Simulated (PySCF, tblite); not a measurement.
# C5H2N3O radical: geometry, infrared bands and EPR parameters

Wanted: the infrared bands and EPR parameters of C5H2N3O radical (`[CH2]OC(C#N)(C#N)C#N`), by calculation.

The runs use tblite 0.8.0 and PySCF 2.14.0, with density-fitted response routines of our own; the level of theory stands in each step. All values are computed, except where a source is named. Atoms are numbered from 0 throughout.

**1. The starting structure**

11 atoms, charge 0, multiplicity 2; geometry from: force field or distance geometry start.

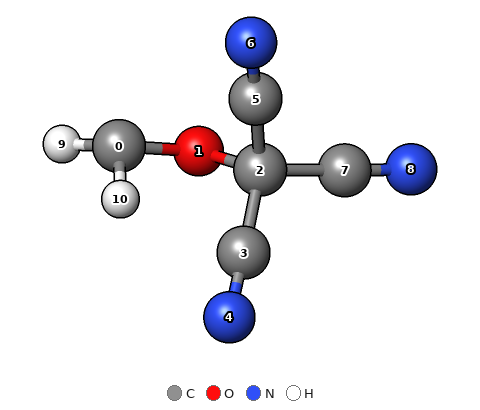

The starting geometry (carbon grey, oxygen red, nitrogen blue, hydrogen white), atoms numbered.

**2. Optimising the geometry with GFN2-xTB**

The job: settings as JSON, then the geometry in Å.

```
{"job": {"kind": "relax", "xc": "GFN2-xTB", "basis": "xTB"}, "charge": 0, "multiplicity": 2}
C      1.726600    -0.207600     0.023300
O      0.662400    -0.489200    -0.850100
C     -0.483400    -0.088200    -0.168000
C     -0.479900     1.344200     0.133000
N     -0.464100     2.468700     0.393800
C     -0.510900    -0.858200     1.064600
N     -0.524300    -1.462900     2.049600
C     -1.611600    -0.445300    -1.040000
N     -2.500800    -0.748200    -1.711600
H      2.710400    -0.281400    -0.412500
H      1.481100     0.770900     0.492000
```

Run with:

```
$ OMP_NUM_THREADS=1 python probes_run.py task.json out
```

This one command runs all jobs of the session in turn.

What it wrote:

```text
step      E/eV     max force
  0    -661.06487    2.728
  1    -660.80243    8.295
  2    -661.25370    1.033
  3    -661.28566    0.850
  4    -661.34476    2.027
  5    -661.41337    0.659
  6    -661.43648    0.467
  7    -661.46448    0.426
  8    -661.47177    0.723
  9    -661.48392    0.489
 10    -661.49255    0.232
 11    -661.49949    0.202
 12    -661.50190    0.191
 13    -661.50632    0.152
 14    -661.50976    0.185
 15    -661.51393    0.191
 16    -661.51855    0.186
 17    -661.52387    0.203
 18    -661.52794    0.200
 19    -661.52978    0.113
 20    -661.53048    0.087
 21    -661.53103    0.065
 22    -661.53152    0.065
 23    -661.53192    0.065
 24    -661.53230    0.055
 25    -661.53282    0.068
 26    -661.53347    0.068
 27    -661.53403    0.052
 28    -661.53432    0.046
 29    -661.53450    0.039
 30    -661.53472    0.042
 31    -661.53501    0.048
 32    -661.53533    0.057
 33    -661.53560    0.058
 34    -661.53588    0.064
 35    -661.53625    0.056
 36    -661.53667    0.068
 37    -661.53701    0.058
 38    -661.53721    0.041
 39    -661.53733    0.042
 40    -661.53744    0.040
 41    -661.53754    0.032
 42    -661.53760    0.021
 43    -661.53762    0.015
 44    -661.53764    0.020
 45    -661.53766    0.023
 46    -661.53772    0.022
 47    -661.53776    0.018
 48    -661.53781    0.021
 49    -661.53787    0.031
 50    -661.53797    0.048
 51    -661.53811    0.056
 52    -661.53824    0.040
 53    -661.53831    0.017
 54    -661.53833    0.014
 55    -661.53836    0.019
 56    -661.53840    0.025
 57    -661.53845    0.025
 58    -661.53851    0.024
 59    -661.53859    0.033
 60    -661.53871    0.041
 61    -661.53894    0.064
 62    -661.53926    0.076
 63    -661.53961    0.073
 64    -661.53982    0.046
 65    -661.53988    0.021
 66    -661.53992    0.018
 67    -661.53996    0.017
 68    -661.53999    0.013
 69    -661.54000    0.007
```

Run time: 0.38 s. Hardware: 1 thread of Arm Neoverse V1, shared host.

Relaxation path: (not every step is listed) (the energy doesn't fall at every step)

| step | energy from step 0 (eV) | largest force (eV/Å) |
| --- | --- | --- |
| 0 | 0.0000 | 2.7282 |
| 1 | 0.2624 | 8.2952 |
| 2 | -0.1888 | 1.0331 |
| 3 | -0.2208 | 0.8498 |
| 4 | -0.2799 | 2.0269 |
| 5 | -0.3485 | 0.6588 |
| 6 | -0.3716 | 0.4674 |
| 7 | -0.3996 | 0.4260 |
| 8 | -0.4069 | 0.7227 |
| 13 | -0.4414 | 0.1516 |
| 18 | -0.4631 | 0.1999 |
| 23 | -0.4670 | 0.0649 |
| 28 | -0.4694 | 0.0457 |
| 33 | -0.4707 | 0.0581 |
| 38 | -0.4723 | 0.0413 |
| 43 | -0.4727 | 0.0146 |
| 48 | -0.4729 | 0.0210 |
| 53 | -0.4734 | 0.0166 |
| 58 | -0.4736 | 0.0240 |
| 63 | -0.4747 | 0.0734 |
| 64 | -0.4749 | 0.0461 |
| 65 | -0.4750 | 0.0210 |
| 66 | -0.4751 | 0.0176 |
| 67 | -0.4751 | 0.0173 |
| 68 | -0.4751 | 0.0131 |
| 69 | -0.4751 | 0.0073 |

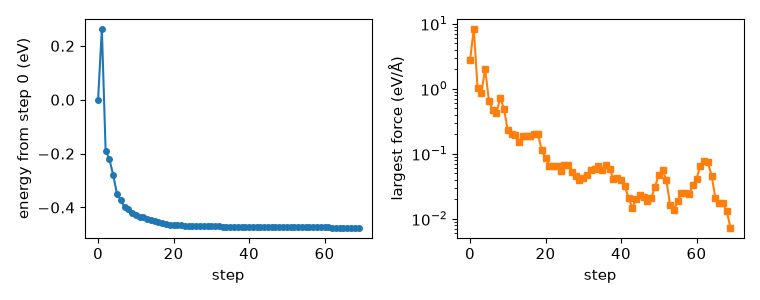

Energy and largest force along the relaxation.

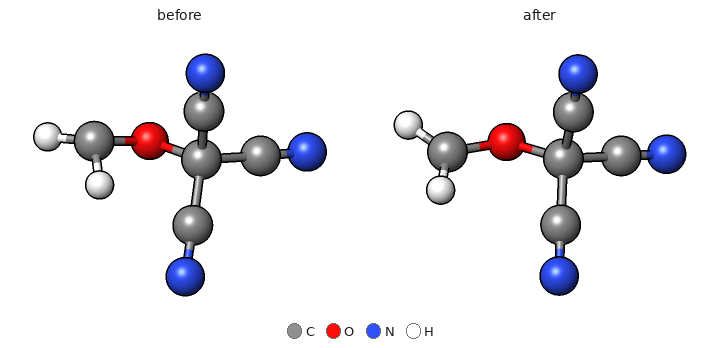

Before and after, at one scale.

Distances of close pairs at the start and the end, largest changes first:

| bond | before (Å) | after (Å) | change (Å) |
| --- | --- | --- | --- |
| C0–O1 | 1.405 | 1.353 | -0.052 |
| C0–H10 | 1.112 | 1.074 | -0.039 |
| O1–C2 | 1.392 | 1.428 | +0.036 |
| C7–N8 | 1.155 | 1.139 | -0.015 |
| C5–N6 | 1.156 | 1.141 | -0.015 |
| C3–N4 | 1.154 | 1.141 | -0.014 |
| C2–C5 | 1.454 | 1.467 | +0.014 |
| C0–H9 | 1.079 | 1.069 | -0.010 |

The end geometry stands in the next job.

**3. Vibrational analysis with GFN2-xTB**

The job: settings as JSON, then the geometry in Å.

```
{"job": {"kind": "ir", "xc": "GFN2-xTB", "basis": "xTB"}, "charge": 0, "multiplicity": 2}
C      1.883799    -0.014394    -0.162416
O      0.749394    -0.454092    -0.754348
C     -0.488405    -0.109870    -0.129955
C     -0.607880     1.319068     0.186309
N     -0.714481     2.424814     0.444902
C     -0.673494    -0.863602     1.115327
N     -0.750958    -1.480552     2.071718
C     -1.590994    -0.454652    -1.031986
N     -2.460131    -0.711459    -1.722347
H      2.764006    -0.545030    -0.455828
H      1.894570     0.892442     0.412660
```

What it wrote:

```text
mode    cm-1     km/mol
  1      56.0      5.06
  2      84.1     17.43
  3     101.0      2.24
  4     106.0      1.03
  5     131.5     24.32
  6     159.8      3.32
  7     206.4     41.77
  8     283.7     14.93
  9     338.4      1.91
 10     347.2      1.04
 11     490.7      5.26
 12     502.4      1.20
 13     530.3      2.44
 14     534.5      1.47
 15     553.1      5.43
 16     664.4      6.20
 17     922.4      4.15
 18    1041.8      7.42
 19    1053.7      8.10
 20    1109.1      3.48
 21    1179.8     53.79
 22    1346.6      1.86
 23    2377.1    236.78
 24    2387.4    169.93
 25    2412.6    137.29
 26    3119.9     16.77
 27    3208.2      1.89
```

Wall time 0.3 s (1 thread of Arm Neoverse V1, shared host).

The strongest bands and the atoms that carry them (share of the mass-weighted mode):

| cm⁻¹ | km/mol | atoms |
| --- | --- | --- |
| 84 | 17.4 | H9 58 %, N6 20 % |
| 132 | 24.3 | N4 29 %, N8 18 %, N6 15 %, C0 10 % |
| 206 | 41.8 | O1 28 %, N6 14 %, N4 11 % |
| 1180 | 53.8 | O1 43 %, C0 38 %, H10 12 % |
| 2377 | 236.8 | C5 49 %, N6 34 % |
| 2387 | 169.9 | C3 41 %, N4 28 %, C7 14 % |
| 2413 | 137.3 | C7 44 %, N8 30 % |
| 3120 | 16.8 | H10 82 %, H9 14 % |

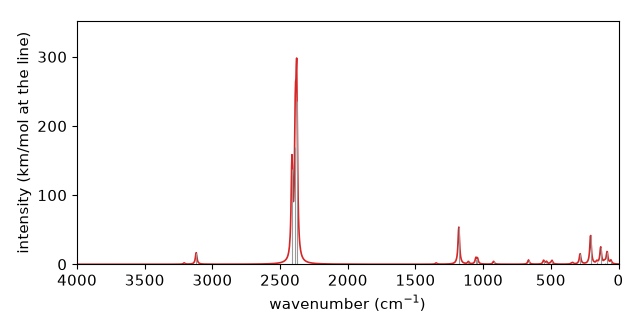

The infrared spectrum from these modes, unscaled. Lines are broadened to a width of 14 cm⁻¹ (Lorentzian).

**4. g tensor and hyperfine couplings: B3LYP/pcH-1**

Settings changed since step 3:

```diff
@@ -1,2 +1,2 @@
-{"job": {"kind": "ir", "xc": "GFN2-xTB", "basis": "xTB"}, "charge": 0, "multiplicity": 2}
+{"job": {"kind": "epr", "basis": "pcH-1"}, "charge": 0, "multiplicity": 2}
 C      1.883799    -0.014394    -0.162416
```

Level: UKS B3LYP, pcH-1 on C H N O, non-relativistic, mean-field spin-orbit, GIAO.

What it wrote:

```text
UKS, coarse grid
  cycle   1  E = -430.82682083  |g| = 7.16e-01
  cycle   2  E = -429.44186913  |g| = 1.96e+00
  cycle   3  E = -431.03734117  |g| = 1.73e-01
  cycle   4  E = -431.04232351  |g| = 1.24e-01
  cycle   5  E = -431.04788260  |g| = 1.95e-02
  cycle   6  E = -431.04803555  |g| = 4.76e-03
  cycle   7  E = -431.04804569  |g| = 2.36e-03
  cycle   8  E = -431.04804699  |g| = 1.92e-03
  cycle   9  E = -431.04804860  |g| = 4.08e-04
UKS, final grid
  cycle   1  E = -431.04802864  |g| = 6.81e-04
  cycle   2  E = -431.04802785  |g| = 1.54e-03
  cycle   3  E = -431.04802883  |g| = 1.43e-04
  cycle   4  E = -431.04802884  |g| = 2.56e-05
E = -431.04802884 Eh   <S^2> = 0.7536 (exact 0.7500)
g shifts (ppm)      1          2          3
  rmc          -181       -181       -181
  gc              3         45         39
  oz_so          -7        751       1815
  total        -184        615       1673
hyperfine (MHz)  atom isotope    a_iso     a_fc   dipolar eigenvalues
    0   13C      92.58      92.58    -82.49    -80.34    162.83
    1   17O     -26.05     -26.05    -53.43     25.78     27.65
    2   13C      18.29      18.29     -2.61     -1.82      4.43
    3   13C       8.00       8.00     -1.03     -0.54      1.57
    4   14N       0.19       0.19     -0.29     -0.12      0.40
    5   13C       9.64       9.64     -2.06      0.90      1.16
    6   14N       1.09       1.09     -0.75     -0.20      0.96
    7   13C      -2.70      -2.70     -0.60     -0.39      1.00
    8   14N      -0.02      -0.02     -0.23      0.08      0.15
    9    1H     -67.20     -67.20    -38.56     -0.77     39.33
   10    1H     -59.99     -59.99    -38.42     -0.45     38.88
```

Wall time 56 s (1 thread of Arm Neoverse V1, shared host); peak memory 0.9 GiB.

Principal g values 2.00213, 2.00293, 2.00399; g(iso) = 2.00302, against 2.00232 for a free electron.

Mean a(iso) over the nuclei that a row names, and the largest dipolar term of the row (other rows stand at the frozen geometry):

| nuclei | isotope | a(iso) (MHz) | a(iso) (G, at g = 2.0023) | largest dipolar term (MHz) |
| --- | --- | --- | --- | --- |
| C0 | 13C | 92.6 | 33.0 | 162.8 |
| H9, H10 | 1H | -63.6 | -22.7 | 39.3 |
| O1 | 17O | -26.0 | -9.3 | -53.4 |
| C2 | 13C | 18.3 | 6.5 | 4.4 |
| C3, C5, C7 | 13C | 5.0 | 1.8 | -2.1 |
| N4, N6, N8 | 14N | 0.4 | 0.1 | 1.0 |

Mulliken spin populations:

| atom | value (e) |
| --- | --- |
| C0 | 0.99 |
| O1 | 0.08 |
| C2 | 0.00 |
| C3 | 0.00 |
| N4 | 0.00 |
| C5 | 0.01 |
| N6 | 0.00 |
| C7 | 0.00 |
| N8 | 0.00 |
| H9 | -0.04 |
| H10 | -0.04 |

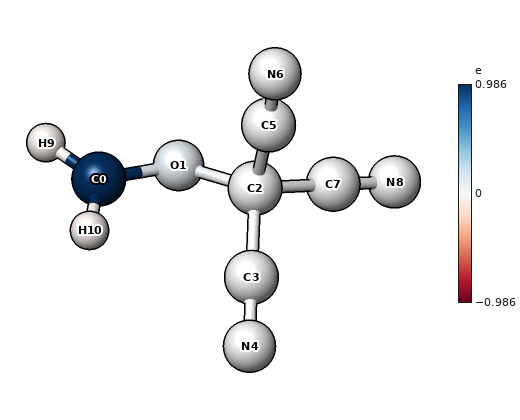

Mulliken spin populations, as colours on the atoms.

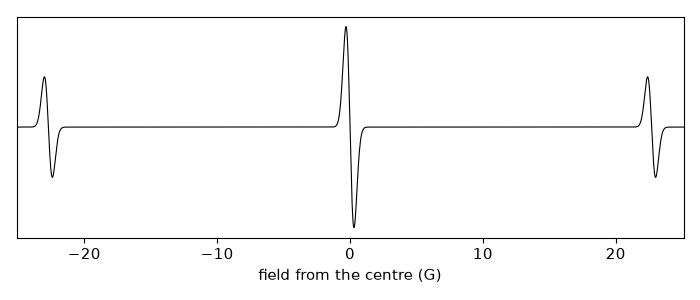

First-order isotropic spectrum (first derivative, main isotopes with spin only, couplings over 0.8 MHz, Gaussian width 0.3 G; couplings of the frozen geometry, rotation of groups not averaged beyond the rows shown).

The fields below are evaluated on a grid from the run's orbitals.

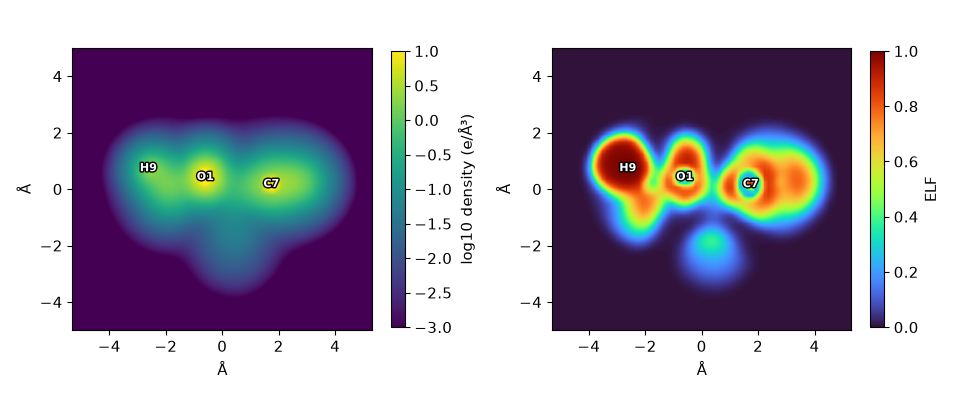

Density (left) and ELF (right) in a plane through or near 3 of the atoms.

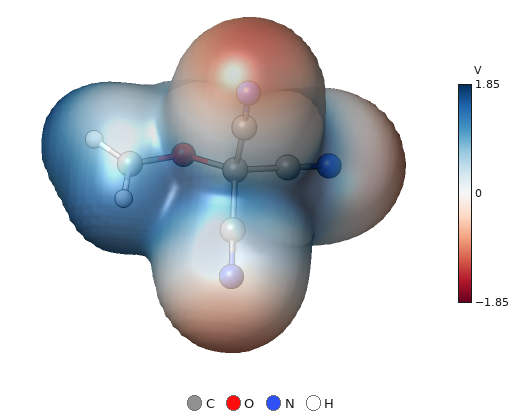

Electrostatic potential on the surface of density 0.002 e/bohr³; red is low, blue high. It runs from -1.07 V near N8 to 1.85 V near C7.

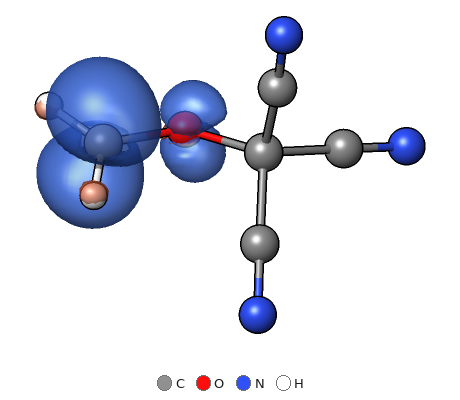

Spin density at ±0.04 e/Å³ (alpha excess blue, beta excess red).

**5. Results**

```
                                 quantity                  value
strongest single infrared mode (GFN2-xTB)  2377 cm⁻¹, 237 km/mol
             zero-point energy (GFN2-xTB)          36.1 kcal/mol
                           g(iso) (B3LYP)                2.00302
                                     ⟨S²⟩     0.754 (exact 0.75)
       largest a(iso) (averaged by class)    13C on C0, 92.6 MHz
    surface potential, least and greatest     -1.07 V and 1.85 V
```

**Reading.** The optimisation took 69 steps and gained 0.475 eV; among the close pairs (by a distance rule), C0–O1 changed most, from 1.405 to 1.353 Å. All 27 modes are real, so the xTB geometry is a minimum. The strongest single mode, at 2377 cm⁻¹, moves mainly C5 and N6. Unscaled tight-binding wavenumbers are off by several per cent, some by more. Its intensities can rank the bands wrongly. Most of the unpaired spin sits on C0 (0.99 e). The isotropic g lies 0.7 ppt above the free-electron value.
